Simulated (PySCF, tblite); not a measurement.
**C5H8Cl2Si: geometry, infrared bands and NMR shifts**

Wanted: the infrared bands and NMR shifts of C5H8Cl2Si (`C=C=C([SiH2]C)C(Cl)Cl`), by calculation.

Programs: tblite 0.8.0 and PySCF 2.14.0, with density-fitted response routines of our own. Each step states its level of theory. These are calculated values for one molecule in the gas phase, unless marked as measured. Atoms count from 0, in the outputs and in this text.

## (1) The molecule as given

16 atoms, charge 0, multiplicity 1; geometry from: force field or distance geometry start.

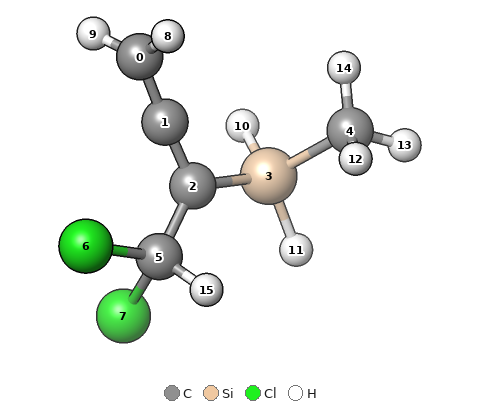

The starting geometry (carbon grey, silicon light orange, chlorine green, hydrogen white), atoms numbered.

## (2) Relaxing the molecule with GFN2-xTB

What the job is given:

```
{"job": {"kind": "relax", "xc": "GFN2-xTB", "basis": "xTB"}, "charge": 0, "multiplicity": 1}
C     -0.813200     2.425000     0.063800
C     -0.748300     1.119400    -0.088400
C     -0.635300    -0.177600    -0.222000
Si     1.007000    -0.780000    -0.747300
C      2.156700    -0.339700     0.684400
C     -1.828600    -0.977900     0.023600
Cl    -3.268900    -0.079200     0.505100
Cl    -2.289100    -2.003000    -1.337100
H     -0.588500     2.780200     1.032300
H     -1.105800     2.952300    -0.802200
H      1.418400    -0.074600    -1.976700
H      1.061400    -2.242900    -0.914200
H      1.649300    -0.587000     1.640700
H      3.048000    -1.036400     0.634600
H      2.516400     0.707200     0.601900
H     -1.586900    -1.676900     0.890000
```

Started as:

```sh
> OMP_NUM_THREADS=1 python probes_run.py task.json out
```

The driver reads the jobs from task.json and runs them one after another.

**Question.** This job is followed by: GFN2-xTB harmonic vibrations, gas phase; GIAO PBE0/pcSseg-1 NMR shielding, non-relativistic, gas phase. What will the session give for the following? strongest single infrared mode (GFN2-xTB); zero-point energy (GFN2-xTB); 13C shifts against TMS (PBE0/pcSseg-1); 1H shifts against TMS (PBE0/pcSseg-1, means over atoms taken as alike); 29Si shifts against TMS (PBE0/pcSseg-1); 35Cl shifts against HCl (PBE0/pcSseg-1, means over atoms taken as alike); surface potential, least and greatest.

**Answer**, as computed:

| quantity | value |
| --- | --- |
| strongest single infrared mode (GFN2-xTB) | 2216 cm⁻¹, 290 km/mol |
| zero-point energy (GFN2-xTB) | 67.0 kcal/mol |
| 13C shifts against TMS (PBE0/pcSseg-1) | 220.9, 102.9, 85.1, 81.0, -7.5 ppm |
| 1H shifts against TMS (PBE0/pcSseg-1, means over atoms taken as alike) | 6.34, 5.16, 4.50, 0.25 ppm |
| 29Si shifts against TMS (PBE0/pcSseg-1) | -46.2 ppm |
| 35Cl shifts against HCl (PBE0/pcSseg-1, means over atoms taken as alike) | 298 ppm |
| surface potential, least and greatest | -0.75 V and 1.17 V |

What this shows: Over 141 steps the energy fell by 0.499 eV; of the close pairs, C2–Si3 changed most, 1.826 to 1.902 Å. All 42 modes are real, so the xTB geometry is a minimum. The strongest single mode, at 2216 cm⁻¹, moves mainly H11. Unscaled tight-binding wavenumbers are off by several per cent, some by more. Its intensities can rank the bands wrongly. C5 stands next to heavy halogen, whose spin-orbit shielding this run leaves out, so the computed shift lies too far downfield, most of all for carbon beside Br or I. C1 (central carbon of an allene) lies farthest downfield among carbon, at 220.9 ppm; the central sp carbon of an allene is among the most deshielded carbons of hydrocarbons. H15 (hydrogen on an allylic sp3 CH bonded to 2 Cl) lies farthest downfield among hydrogen, at 6.34 ppm; its carbon carries Cl, which withdraws density. At PBE0/pcSseg-1: Shielding is most anisotropic at Cl6, Cl7 (span 620 ppm, paramagnetic term -494 ppm). By nearest atom (PBE0/pcSseg-1), the HOMO sits on C0, C1 about 25 % each; C2 18 % and the LUMO on C1 29 %; Cl7 18 %.
